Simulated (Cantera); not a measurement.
Input: 1 mol NF3, 0.9 mol H2O, 2.5 mol N2, held at 0.100 bar.

Cantera equilibrium calculation (NASA polynomials, part measured and part estimated; ideal gas, pure solids and liquids). Candidate condensed phases: H2O; 40 gas species. Kinetics and transport are ignored.

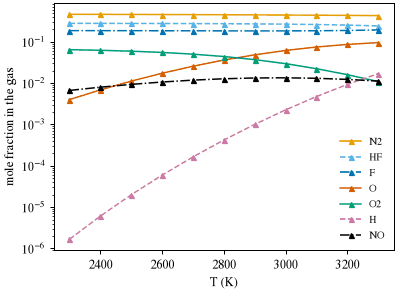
Figure: Equilibrium gas composition (values under 1e-9 drawn at 1e-9)

From 2300 K to 3300 K nothing is condensed.
